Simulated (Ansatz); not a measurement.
# BF2 (SMILES F[B]F) at UCCSDTQ/STO-3G

What is the energy change on altering one bond length of BF2 at UCCSDTQ/STO-3G? 

The calculation is run with Ansatz 0.2.0.

36 further runs of the same task are left out: 36 set aside as unsound or not needed.

## 1. The structure to begin with

BF2 has 3 atoms, charge 0, and is taken as a doublet. As SMILES, `F[B]F`. The coordinates come from a PBE0-D4/def2-TZVP relaxation.

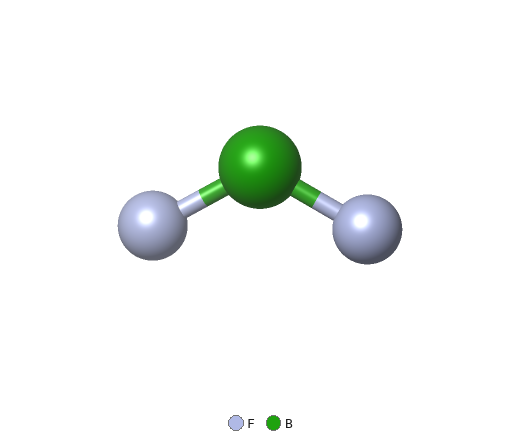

Viewed from a chosen angle; fluorine light blue, boron green.

## 2. The energy at UCCSDTQ/STO-3G

Input file in.yaml:

```yaml
basis:
  gaussian:
    orbitals: STO-3G
crystal:
  periodic: [false, false, false]
  atoms:
    - {symbol: F, position_ang: [0.513100, -1.044300, 0.160000]}
    - {symbol: B, position_ang: [0.279000, 0.240500, 0.181300]}
    - {symbol: F, position_ang: [-0.802900, 0.738900, -0.354600]}
scf:
  omitted_lower_state_checks: [cluster_reference, increment]
accuracy: high
correlation:
  method: ccsdtq
  frozen_orbitals: {B: 1, F: 1}
magnetization:
  spin_polarized: true
  initial_magnetization: 1
```

On the command line:

```sh
$ ansatz run in.yaml --threads 1 --pin off --max-ram 2610MiB --events-out events.jsonl --progress --plain --runs-dir runs
```

Log, cut to the lines that bear on the results:

```text
Warning: RAYON_NUM_THREADS=1 ignored (pool sized by the plan → 1); use --threads N
Functional definition: HF
  name "HF"
[...]
250 factors; integrals over basis functions are off by at most 3.9e-8 eV
[...]
mean field -5999.52397262 eV, -220.4784393702 hartree, gradient 1.4e-8 eV, S^2 0.753576; 0 other end points of the search recorded, 0 dependent functions left out
3 core orbitals not correlated: weight in the atoms' cores, before any rotation towards them, 1.000 or more for the frozen orbitals, at most 0.000 for the correlated occupied ones
reference -5999.52397262 eV, -220.4784393702 hartree; 9, 8 occupied and 3, 4 virtual orbitals, 250 factors
second order -1.94879548 eV of doubles, -0.00000000 eV of singles
cycle   1  -2.00201843 eV  change   -5.3e-2 eV  update   9.8e-2
[...]
cycle  26  -2.47526974 eV  change  -2.1e-12 eV  update   1.7e-9
Total energy: -6001.99924235 eV, -220.5694038553 hartree
Checks for a lower state left out: cluster_reference, increment
```

Run time: 61 s. Hardware: 1 thread of Intel Xeon Platinum 8488C (Sapphire Rapids), shared host; peak memory 0.52 GiB.

## 3. The distorted shape

Input file run.yaml:

```yaml
crystal:
  periodic: [false, false, false]
  atoms:
    - {symbol: F, position_ang: [0.783557, -1.168892, 0.293966]}
    - {symbol: B, position_ang: [0.549457, 0.115908, 0.315266]}
    - {symbol: F, position_ang: [-0.802900, 0.738900, -0.354600]}
basis:
  gaussian:
    orbitals: STO-3G
total_charge: 0
magnetization:
  spin_polarized: true
  initial_magnetization: 1
correlation:
  method: ccsdtq
  frozen_orbitals: {B: 1, F: 1}
accuracy: high
scf:
  omitted_lower_state_checks: [cluster_reference, increment]
```

On the command line:

```sh
$ ansatz run run.yaml --threads 1 --pin off --max-ram 2610MiB --events-out events.jsonl --progress --plain --runs-dir runs
```

Log, cut to the lines that bear on the results:

```text
Warning: RAYON_NUM_THREADS=1 ignored (pool sized by the plan → 1); use --threads N
Functional definition: HF
  name "HF"
[...]
249 factors; integrals over basis functions are off by at most 4.0e-8 eV
[...]
mean field -5997.74371990 eV, -220.4130162897 hartree, gradient 1.8e-8 eV, S^2 0.769074; 0 other end points of the search recorded, 0 dependent functions left out
3 core orbitals not correlated: weight in the atoms' cores, before any rotation towards them, 1.000 or more for the frozen orbitals, at most 0.000 for the correlated occupied ones
reference -5997.74371990 eV, -220.4130162897 hartree; 9, 8 occupied and 3, 4 virtual orbitals, 249 factors
second order -2.06582343 eV of doubles, -0.00000000 eV of singles
cycle   1  -2.21344475 eV  change   -1.5e-1 eV  update   1.2e-1
[...]
cycle  36  -2.88689201 eV  change    1.5e-9 eV  update   1.2e-9
Total energy: -6000.63061192 eV, -220.5191076144 hartree
Checks for a lower state left out: cluster_reference, increment
```

It took 65 s on 1 thread of Intel Xeon Platinum 8488C (Sapphire Rapids), shared host; peak memory 0.52 GiB.

## 4. Results

Level: UCCSDTQ/STO-3G, 3 core orbitals frozen.

| quantity | value |
| --- | --- |
| first shape: total energy | -220.56940 Eh |
| first shape: correlation energy (3 core orbitals frozen) | -91.0 mEh |
| first shape: ⟨S²⟩ of the reference determinant | 0.754 |
| first shape: T1 diagnostic | 0.018 |
| distorted shape: total energy | -220.51911 Eh |
| distorted shape: correlation energy (3 core orbitals frozen) | -106.1 mEh |
| distorted shape: ⟨S²⟩ of the reference determinant | 0.769 |
| distorted shape: T1 diagnostic | 0.025 |
| energy change with the B2–F3 bond stretched from 1.306 to 1.633 Å | 1.369 eV |

In words: With the B2–F3 bond stretched from 1.306 to 1.633 Å the energy rises by 1.37 eV (32 kcal/mol). The first shape isn't relaxed at this level, so the change isn't measured from a minimum. The minimal basis adds a large error of its own.
